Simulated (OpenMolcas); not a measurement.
## Relativistic diatomic calculation: SeGa (part 2 of 2)

The same run, continued: SeGa. Method: SA-CASSCF(7,7)/XMS-CASPT2 + RASSI spin-orbit (X2C scalar, AMFI), ANO-RCC-VTZP (OpenMolcas).

### Output (extracts), continued
```
++ Dipole transition strengths (spin-free states):
     for osc. strength at least  1.00000000E-05
      From   To        Osc. strength     Einstein coefficients Ax, Ay, Az (sec-1)    Total A (sec-1)
         1    9       1.00038697E-04  1.85423620E+01  6.29548605E-06  0.00000000E+00  1.85423683E+01
         1   10       2.31165544E-03  1.02600085E+06  1.15033910E+00  0.00000000E+00  1.02600200E+06
         1   11       4.51144406E-04  1.11928610E+02  2.16973754E+05  0.00000000E+00  2.17085683E+05
         1   12       4.52484686E-04  2.17960065E+05  7.83702536E+01  0.00000000E+00  2.18038435E+05
         1   13       6.91158900E-04  2.55445821E+00  3.38956918E+05  0.00000000E+00  3.38959472E+05
         1    3       8.40188973E-05  0.00000000E+00  0.00000000E+00  4.62712461E+04  4.62712461E+04
         1   14       1.99849346E-02  8.02425108E+06  6.56843444E+06  0.00000000E+00  1.45926855E+07
         1   15       1.99916101E-02  6.57559324E+06  8.03737612E+06  0.00000000E+00  1.46129694E+07
         1    6       3.21789662E-02  0.00000000E+00  0.00000000E+00  2.51436098E+07  2.51436098E+07
         2    9       1.00041885E-04  6.29600919E-06  1.85424675E+01  0.00000000E+00  1.85424738E+01
         2   10       2.31171812E-03  1.18910498E+00  1.02602808E+06  0.00000000E+00  1.02602927E+06
         2   11       4.51205734E-04  2.17001896E+05  1.13185764E+02  0.00000000E+00  2.17115082E+05
         2   12       4.52711454E-04  7.36035239E+01  2.18073993E+05  0.00000000E+00  2.18147596E+05
         2   13       6.90907121E-04  3.38833735E+05  2.08702671E+00  0.00000000E+00  3.38835822E+05
         2    4       8.37603512E-05  0.00000000E+00  0.00000000E+00  4.61292939E+04  4.61292939E+04
         2   14       1.99851481E-02  6.56794126E+06  8.02489405E+06  0.00000000E+00  1.45928353E+07
         2   15       1.99912668E-02  8.03661381E+06  6.57609857E+06  0.00000000E+00  1.46127124E+07
         2    5       3.21748906E-02  0.00000000E+00  0.00000000E+00  2.51382383E+07  2.51382383E+07
         9   10       3.62426178E-04  0.00000000E+00  0.00000000E+00  1.54351447E+05  1.54351447E+05
         9    3       4.87853355E-03  2.58904875E+06  3.20595468E+00  0.00000000E+00  2.58905196E+06
         9    4       4.87814965E-03  3.20580762E+00  2.58887117E+06  0.00000000E+00  2.58887438E+06
         9    5       3.93624189E-05  1.44995515E-03  2.98137908E+04  0.00000000E+00  2.98137922E+04
         9    6       3.92722152E-05  2.97480850E+04  1.44093500E-03  0.00000000E+00  2.97480864E+04
        16   20       3.48405722E-04  1.96514862E+04  4.30015963E+00  0.00000000E+00  1.96557864E+04
        16   21       3.48405724E-04  4.30015919E+00  1.96514863E+04  0.00000000E+00  1.96557865E+04
        16   22       5.32169220E-05  1.11833182E+04  4.66913016E+00  0.00000000E+00  1.11879874E+04
        16   23       5.32169205E-05  4.66913007E+00  1.11833179E+04  0.00000000E+00  1.11879871E+04
        17   20       4.32723133E-04  1.39063791E+04  1.93222620E+03  0.00000000E+00  1.58386053E+04
        17   21       4.32723132E-04  1.93222616E+03  1.39063791E+04  0.00000000E+00  1.58386053E+04
        17   22       1.81969673E-05  2.72276938E+03  3.70677396E+02  0.00000000E+00  3.09344677E+03
        17   23       1.81969667E-05  3.70677397E+02  2.72276927E+03  0.00000000E+00  3.09344667E+03
        18   20       4.31960912E-04  1.92203356E+03  1.38330221E+04  0.00000000E+00  1.57550557E+04
        18   21       4.31960908E-04  1.38330220E+04  1.92203355E+03  0.00000000E+00  1.57550556E+04
        18   22       1.81820937E-05  3.69769235E+02  2.71609845E+03  0.00000000E+00  3.08586769E+03
        18   23       1.81820941E-05  2.71609852E+03  3.69769225E+02  0.00000000E+00  3.08586775E+03
        19   20       5.27528316E-04  3.12584573E+00  1.28309956E+04  0.00000000E+00  1.28341214E+04
        19   21       5.27528318E-04  1.28309956E+04  3.12584525E+00  0.00000000E+00  1.28341215E+04
        19   22       5.49440129E-05  3.23293983E+00  7.80457828E+03  0.00000000E+00  7.80781122E+03
        19   23       5.49440144E-05  7.80457849E+03  3.23293973E+00  0.00000000E+00  7.80781143E+03
        10    3       8.50314497E-05  4.89793918E+02  2.38039455E-03  0.00000000E+00  4.89796298E+02
        10    4       8.50661422E-05  2.28545516E-03  4.90041378E+02  0.00000000E+00  4.90043664E+02
        10    5       6.68675335E-05  9.59893700E-03  3.16905459E+03  0.00000000E+00  3.16906418E+03
        10    6       6.68291398E-05  3.16834991E+03  8.31983587E-03  0.00000000E+00  3.16835823E+03
        11    3       3.63184579E-05  4.51349571E-02  8.51391739E+01  0.00000000E+00  8.51843089E+01
        11    4       3.63305905E-05  8.51808906E+01  4.48286060E-02  0.00000000E+00  8.52257192E+01
        11   14       6.47444979E-04  0.00000000E+00  0.00000000E+00  1.67470847E+04  1.67470847E+04
        11   15       8.70162298E-04  0.00000000E+00  0.00000000E+00  2.26343673E+04  2.26343673E+04
        11    5       3.32186828E-04  1.20156205E+04  5.88810913E+00  0.00000000E+00  1.20215086E+04
        11    6       3.31908897E-04  5.90379558E+00  1.20103800E+04  0.00000000E+00  1.20162837E+04
        11    7       8.87370521E-04  1.32852989E+05  2.28455713E+00  0.00000000E+00  1.32855273E+05
        11    8       8.88453144E-04  2.27767561E+00  1.33025700E+05  0.00000000E+00  1.33027978E+05
        12    3       3.68677314E-05  8.46855697E+01  4.54512445E-02  0.00000000E+00  8.47310210E+01
        12    4       3.68172951E-05  4.80493770E-02  8.45800509E+01  0.00000000E+00  8.46281002E+01
        12   14       8.63154131E-04  0.00000000E+00  0.00000000E+00  2.21908198E+04  2.21908198E+04
        12   15       6.50112070E-04  0.00000000E+00  0.00000000E+00  1.68078589E+04  1.68078589E+04
        12    5       3.10853856E-04  5.82465640E+00  1.11857657E+04  0.00000000E+00  1.11915903E+04
        12    6       3.11098893E-04  1.11988347E+04  6.09617604E+00  0.00000000E+00  1.12049308E+04
        12    7       9.20921487E-04  2.02137049E+00  1.37527314E+05  0.00000000E+00  1.37529335E+05
        12    8       9.19906227E-04  1.37386674E+05  2.02146020E+00  0.00000000E+00  1.37388696E+05
        13    3       6.12682881E-05  3.97231046E-04  1.07084267E+02  0.00000000E+00  1.07084664E+02
        13    4       6.12971484E-05  1.07153408E+02  5.64849620E-04  0.00000000E+00  1.07153973E+02
        13    5       3.73919783E-04  1.26058975E+04  6.60879458E-04  0.00000000E+00  1.26058981E+04
        13    6       3.74153045E-04  5.08852341E-03  1.26190157E+04  0.00000000E+00  1.26190207E+04
         3   14       2.04038474E-04  1.42610580E+03  1.15167785E+03  0.00000000E+00  2.57778365E+03
         3   15       2.04779828E-04  1.18125948E+03  1.42668894E+03  0.00000000E+00  2.60794842E+03
         3    6       2.88953262E-04  0.00000000E+00  0.00000000E+00  5.81350715E+03  5.81350715E+03
         4   14       2.04048952E-04  1.15219339E+03  1.42555381E+03  0.00000000E+00  2.57774720E+03
         4   15       2.04796833E-04  1.42719972E+03  1.18079514E+03  0.00000000E+00  2.60799486E+03
         4    5       2.89779653E-04  0.00000000E+00  0.00000000E+00  5.82668540E+03  5.82668540E+03
        14    5       2.15736254E-05  8.05246331E+00  1.05995461E+01  0.00000000E+00  1.86520094E+01
        14    6       2.16053879E-05  1.06346187E+01  8.09350706E+00  0.00000000E+00  1.87281258E+01
        14    7       2.86443541E-04  6.51051391E+03  8.13329204E+03  0.00000000E+00  1.46438060E+04
        14    8       2.86418486E-04  8.12458075E+03  6.51994431E+03  0.00000000E+00  1.46445251E+04
        15    5       2.10433376E-05  9.40318034E+00  8.23664426E+00  0.00000000E+00  1.76398246E+01
        15    6       2.10808911E-05  8.26454199E+00  9.45350881E+00  0.00000000E+00  1.77180508E+01
        15    7       2.87965327E-04  8.53070857E+03  6.13223776E+03  0.00000000E+00  1.46629463E+04
        15    8       2.88043320E-04  6.12573689E+03  8.54318808E+03  0.00000000E+00  1.46689250E+04
 Electric-quadrupole - electric-quadrupole not included
 Electric-dipole - electric-octupole not included
 Electric-dipole - magnetic-quadrupole not included
   Eigenvalues of complex Hamiltonian:
  (Shifted by EMIN (a.u.) =      -4370.5274001151)
 SO State       Relative EMIN(au)   Rel lowest level(eV)    D:o, cm**(-1)      Omega
     1            -0.0035263312        0.0000000000              0.0000         1.5
     2            -0.0035263312        0.0000000000              0.0000         1.5
     3            -0.0005667237        0.0805350237            649.5588         0.5
     4            -0.0005667237        0.0805350237            649.5588         0.5
     5             0.0061892366        0.2643740685           2132.3207         0.5
     6             0.0061892366        0.2643740685           2132.3207         0.5
     7             0.0976490665        2.7531228261          22205.4331         1.5
     8             0.0976490665        2.7531228261          22205.4331         1.5
     9             0.0988090356        2.7846871924          22460.0169         0.5
    10             0.0988090356        2.7846871924          22460.0169         0.5
    11             0.1052635947        2.9603246944          23876.6289         3.5
    12             0.1052635947        2.9603246944          23876.6289         3.5
    13             0.1056564354        2.9710144326          23962.8474         2.5
    14             0.1056564354        2.9710144326          23962.8474         2.5
    15             0.1067354312        3.0003754049          24199.6597         1.5
    16             0.1067354312        3.0003754049          24199.6597         1.5
    17             0.1090192110        3.0625202186          24700.8914         0.5
    18             0.1090192110        3.0625202186          24700.8914         0.5
    19             0.1126042359        3.1600737174          25487.7134         0.5
    20             0.1126042359        3.1600737174          25487.7134         0.5
    21             0.1148040737        3.2199343533          25970.5220         1.5
    22             0.1148040737        3.2199343533          25970.5220         1.5
    23             0.1185359113        3.3214828271          26789.5657         0.5
    24             0.1185359113        3.3214828271          26789.5657         0.5
    25             0.1217076018        3.4077889228          27485.6713         1.5
    26             0.1217076018        3.4077889228          27485.6713         1.5
    27             0.1233520020        3.4525353321          27846.5754         0.5
    28             0.1233520020        3.4525353321          27846.5754         0.5
    29             0.1245079933        3.4839914566          28100.2862         2.5
    30             0.1245079933        3.4839914566          28100.2862         2.5
    31             0.1301440622        3.6373567041          29337.2603         0.5
    32             0.1301440622        3.6373567041          29337.2603         0.5
    33             0.1331572011        3.7193483921          29998.5679         1.5
    34             0.1331572011        3.7193483921          29998.5679         1.5
    35             0.1401169642        3.9087331938          31526.0593         0.5
    36             0.1401169642        3.9087331938          31526.0593         0.5
    37             0.1410909975        3.9352379885          31739.8349         0.5
    38             0.1410909975        3.9352379885          31739.8349         0.5
    39             0.1411297911        3.9362936183          31748.3491         2.5
    40             0.1411297911        3.9362936183          31748.3491         2.5
    41             0.1417548230        3.9533016017          31885.5278         1.5
    42             0.1417548230        3.9533016017          31885.5278         1.5
    43             0.1496608037        4.1684342956          33620.6900
```

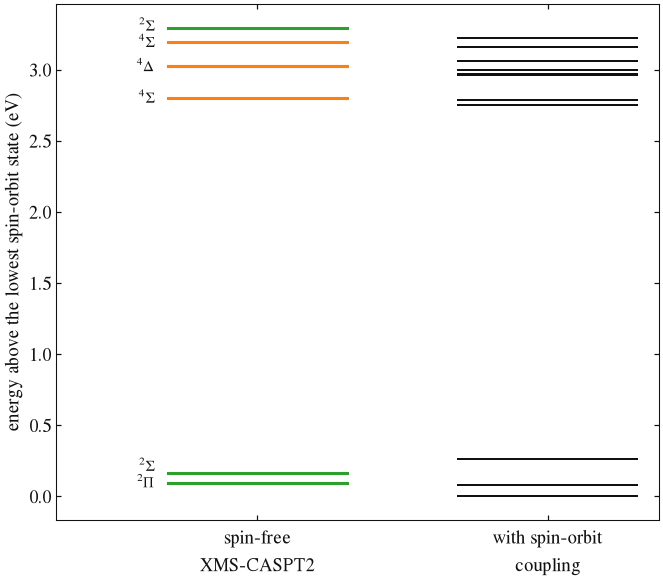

Fig. 1: States up to 3.3 eV at 2.459 Å, without spin-orbit coupling (left, a colour for each spin multiplicity) and with it (right, where close levels merge). The spin-free states run ²Π (0.00 eV), ²Σ (0.07 eV), ⁴Σ (2.70 eV), ⁴Δ (2.93 eV), ⁴Σ (3.10 eV), ²Σ (3.20 eV) from the lowest. The lowest spin-orbit levels have |Ω| = 3/2 (0 cm⁻¹), 1/2 (650 cm⁻¹), 1/2 (2,132 cm⁻¹), 3/2 (22,205 cm⁻¹), 1/2 (22,460 cm⁻¹).

### Summary

```tsv
quantity	value
outcome	converged; components of a degenerate state are split by 19 cm⁻¹
lowest spin-free state	²Π
lowest spin-orbit level	Ω = 3/2, −4370.53093 hartree
next level	Ω = 1/2, 650 cm⁻¹
wall time	35 s
peak memory	0.27 GiB
```

### Notes

Caveats: the two components of ²Δ at 3.33 eV, degenerate in CASSCF as they must be, are split by 19 cm⁻¹ in XMS-CASPT2, an artefact that passes into its spin-orbit levels.
